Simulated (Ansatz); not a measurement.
Molecule (SMILES): [O]N=O, doublet.
Atoms: N1, O2, O3. Bonds: N1-O2, N1-O3.

Basis-set convergence of the harmonic zero-point energy at PBE with Ansatz (an electronic-structure program). Each level at its own minimum, finite differences of forces, unscaled; the reference is a large set that could be run, not a limit. Cartesian d functions, on some or all atoms, in 6-31G**, 6-31+G*; all else is spherical. The program fits the integrals of some runs and decomposes those of others, by size. Open shells are unrestricted. No added dispersion term, no relativity. Reference: the value in def2-QZVPP, 5.33 kcal/mol, itself unsure by roughly 0.01 kcal/mol (its mean distance from cc-pVQZ, aug-pcseg-2, aug-cc-pVTZ). Deviations are taken from unrounded values.

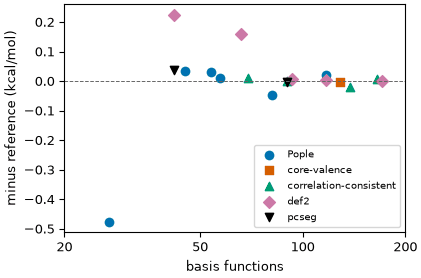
Figure. Deviation from the reference against the number of basis functions, by family of sets.

```
basis              functions  harmonic zero-point energy (kcal/mol)  minus reference (kcal/mol)
-----------------  ---------  -------------------------------------  --------------------------
6-31G                     27                                   4.85                       -0.48
def2-SVP                  42                                   5.55                        0.23
pcseg-1                   42                                   5.36                        0.04
6-31G**                   45                                   5.36                        0.03
6-311G**                  54                                   5.36                        0.03
6-31+G*                   57                                   5.34                        0.01
def2-SVPD                 66                                   5.49                        0.16
aug-cc-pVDZ               69                                   5.34                        0.01
6-311++G(2d,2p)           81                                   5.28                       -0.05
cc-pVTZ                   90                                   5.33                        0.00
pcseg-2                   90                                   5.32                        0.00
def2-TZVPP                93                                   5.33                        0.01
6-311++G(3df,3pd)        117                                   5.35                        0.02
def2-TZVPPD              117                                   5.33                        0.00
cc-pCVTZ                 129                                   5.32                        0.00
aug-cc-pVTZ              138                                   5.31                       -0.02
cc-pVQZ                  165                                   5.33                        0.01
def2-QZVPP               171                                   5.33                        0.00
```
